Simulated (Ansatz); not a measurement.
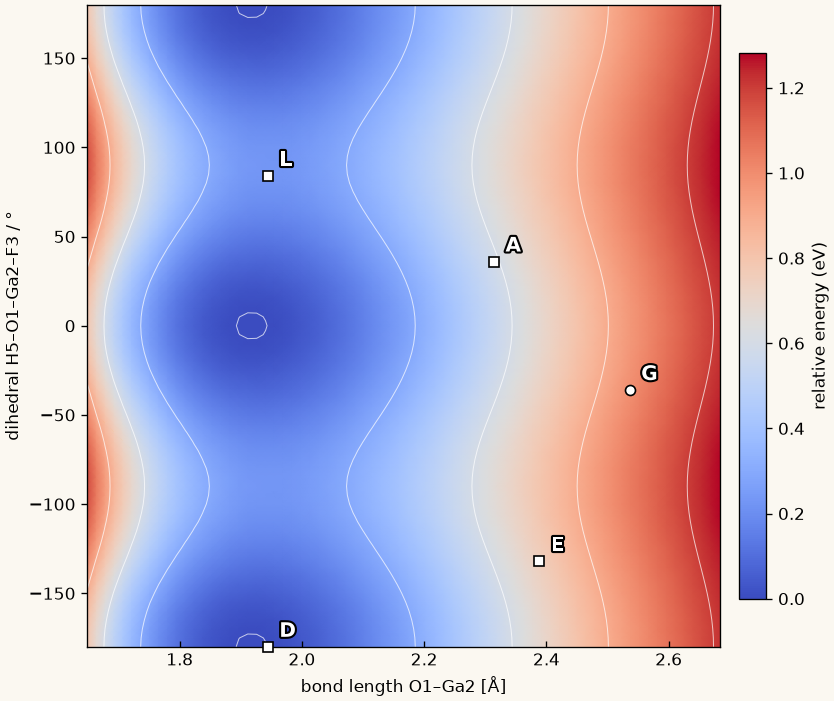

F₂GaH₂O, SMILES [OH2+][Ga]([F])[F], charge +1. 
- First axis: bond length O1–Ga2. Second axis: dihedral H5–O1–Ga2–F3.
- Nothing is relaxed (all other coordinates rigid).
- Grid: 15 × 15 points; 121 points were computed and 104 follow by symmetry.
- Energies: eV, counted from the lowest grid point.
- These are results of Ansatz 0.2.0, RKS CAM-B3LYP-D4/def2-TZVP, not measurements.

The picture shows a smooth colour map with a few white contour lines, lettered points. Between grid points the surface is interpolated.

What kind of point is each of A, D, E, G, L: minimum, saddle, maximum or slope?

Answer. A: on a slope; D: minimum; E: on a slope; G: on a slope; L: saddle point. (In these two coordinates alone; a stationary point may lie a little off the grid point.)

Rank the lettered points by energy, lowest first.

Answer. D (0.00 eV), L (0.22 eV), A (0.58 eV), E (0.74 eV), G (0.99 eV).
